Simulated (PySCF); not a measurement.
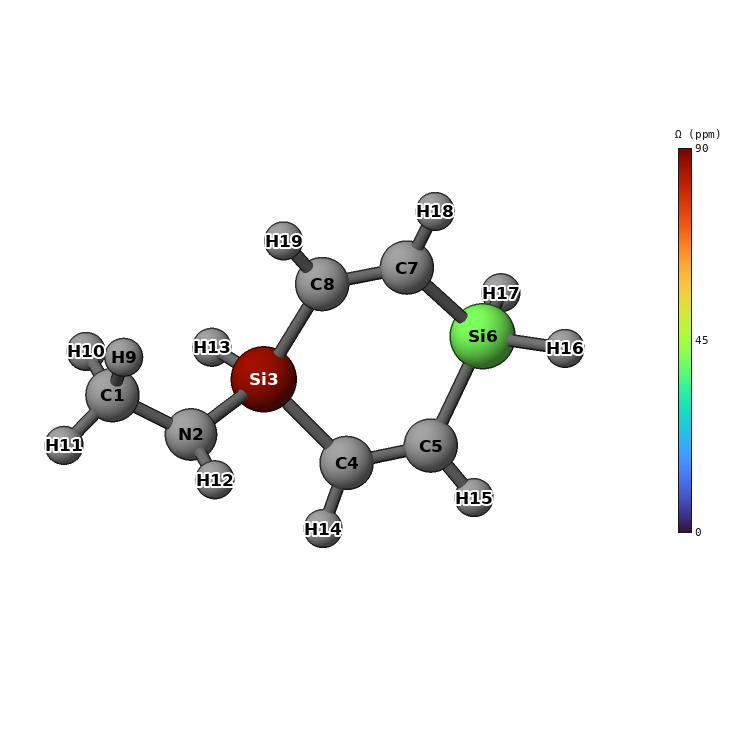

The Si atoms are coloured by the span of their shielding tensor. The geometry was computed by an optimisation with GFN2-xTB. No frequency run is at hand to confirm it as a minimum. Method: GIAO PBE0/pcSseg-1 NMR shielding, non-relativistic, gas phase (PySCF 2.14.0). Principal shieldings σ11 ≤ σ22 ≤ σ33, span Ω = σ33 − σ11, skew κ = 3(σiso − σ22)/Ω.

Which Si atom has the most anisotropic shielding?

Si3, with a span of 86 ppm.

Give the shielding tensors of the Si atoms.

| atom | σ11 | σ22 | σ33 | σiso | Ω | κ |
| --- | --- | --- | --- | --- | --- | --- |
| Si3 | 362.9 | 388.6 | 448.9 | 400.2 | 86.0 | 0.40 |
| Si6 | 408.5 | 417.5 | 449.2 | 425.1 | 40.7 | 0.56 |

Shieldings and span in ppm.

The geometry is semi-empirical. Around Si such bond lengths and angles can be off by a tenth of an ångström or more and by several degrees, and values that hang on the shape move with them.
